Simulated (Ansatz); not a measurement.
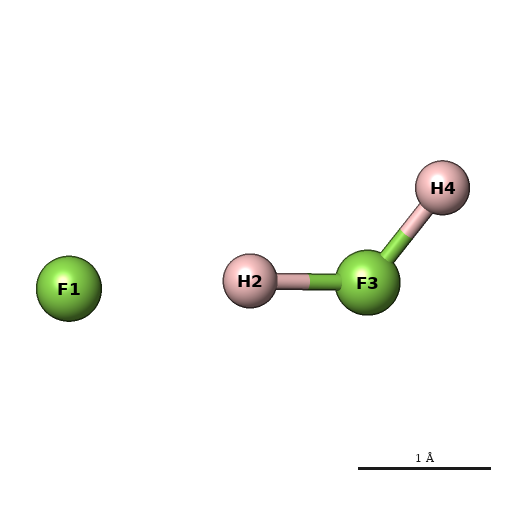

The picture comes from a calculation with Ansatz.

Charge +1, doublet. Geometry: a fixed input geometry, not necessarily a minimum.

Which hydrogen bonds does the structure hold? Count O, N, F, S and Cl donors.

```csv
D–H···A,D–H (Å),H···A (Å),angle (°),kind
F3–H2···F1,0.98,1.50,176,intermolecular
```
